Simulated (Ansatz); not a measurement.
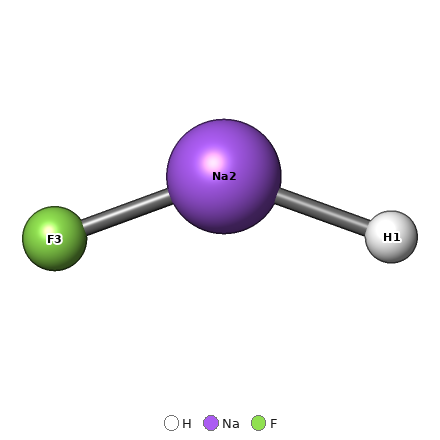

The system is H⁻ + NaF; the picture shows the reference structure. Coordinates scanned: (1) distance H1–Na2; (2) distance Na2–F3. Nothing is relaxed (the angle H1–Na2–F3 is fixed at 140 degrees). The scan uses a 17 × 17 grid. Energies: eV, counted from H with charge -1 far from the relaxed NaF (each part in its own basis). The reference is spin-restricted, so regions where a bond is pulled apart into radicals lie too high. These are results of Ansatz, RKS PBE0-D4/aug-cc-pVTZ, not measurements.

Its coordinates:

```json
{"atom": "H", "x (Å)": "-2.0170", "y (Å)": "0.0000", "z (Å)": "0.0000"}
{"atom": "Na", "x (Å)": "0.0000", "y (Å)": "0.0000", "z (Å)": "0.0000"}
{"atom": "F", "x (Å)": "1.5589", "y (Å)": "1.3081", "z (Å)": "0.0000"}
```

Range: distance H1–Na2 from 1.576 to 3.576 Å; distance Na2–F3 from 1.808 to 3.808 Å.

**What landscape does the calculation give?**

The lowest grid point is at distance H1–Na2 = 2.017 Å, distance Na2–F3 = 2.035 Å, −2.10 eV from H with charge -1 far from the relaxed NaF (each part in its own basis). It is the only kind of minimum in the scanned range. The highest grid point, distance H1–Na2 = 3.576 Å, distance Na2–F3 = 3.808 Å, lies 2.58 eV above the lowest.

| distance Na2–F3 ↓, distance H1–Na2 → | 1.630 | 1.803 | 2.017 | 2.259 | 2.523 | 2.805 | 3.103 | 3.415 |
| --- | --- | --- | --- | --- | --- | --- | --- | --- |
| 3.647 | −0.53 | −0.79 | −0.84 | −0.75 | −0.58 | −0.32 | −0.03 | 0.24 |
| 3.335 | −0.71 | −0.97 | −1.03 | −0.95 | −0.80 | −0.55 | −0.28 | −0.02 |
| 3.037 | −0.92 | −1.19 | −1.26 | −1.19 | −1.06 | −0.82 | −0.56 | −0.31 |
| 2.755 | −1.16 | −1.44 | −1.52 | −1.45 | −1.32 | −1.11 | −0.87 | −0.63 |
| 2.491 | −1.40 | −1.69 | −1.79 | −1.72 | −1.57 | −1.38 | −1.15 | −0.93 |
| 2.249 | −1.60 | −1.90 | −2.01 | −1.96 | −1.82 | −1.63 | −1.42 | −1.22 |
| 2.035 | −1.67 | −1.97 | −2.10 | −2.07 | −1.94 | −1.76 | −1.57 | −1.38 |
| 1.862 | −1.49 | −1.80 | −1.94 | −1.92 | −1.81 | −1.65 | −1.46 | −1.28 |

The table holds every second grid line.

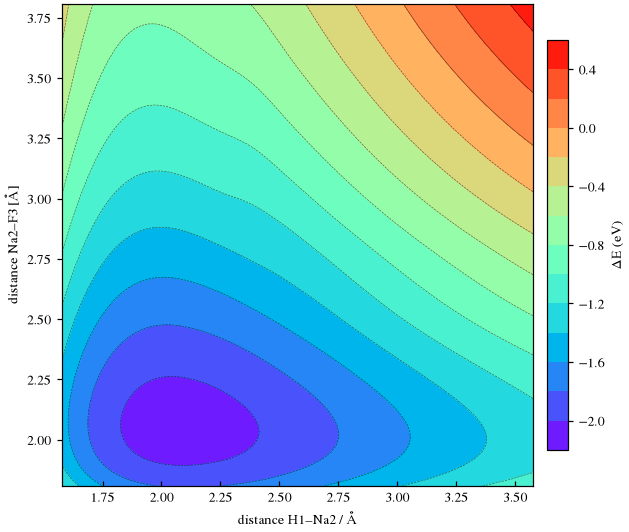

Drawn: filled contours. Between grid points the surface is interpolated.

The whole map (289 points run) took 9.6 min on 1 thread of Intel(R) Xeon(R) Platinum 8488C (Sapphire Rapids), on a shared host.
